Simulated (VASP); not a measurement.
Band structure of GaN (wurtzite). Calculation: PBE GGA, VASP's PBE PAW potentials (set 64) (plane waves; VASP).

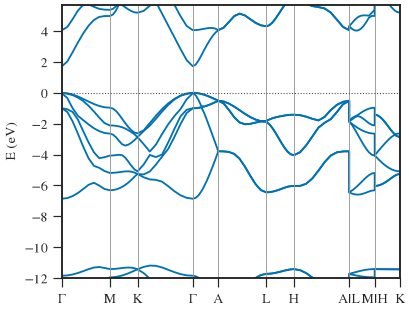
Bands along high-symmetry lines, zero at the valence-band maximum or, without a gap, the Fermi level

Problem. Read the plot: is there a gap, and where are the band edges?

Solution. The gap is direct, 1.72 eV, from the valence maximum at Γ to the conduction minimum at Γ. (Edges off the drawn lines would not show.)

Measured: gap 3.68 eV (computed value off by -1.96 eV), as given by Wei Chen et al., Physical Review Materials (2018), doi:10.1103/physrevmaterials.2.073803 [zero-point renormalisation of 0.17 eV added back (the table's ZPR column)].

The compound is GaN in the wurtzite structure. It was relaxed first.
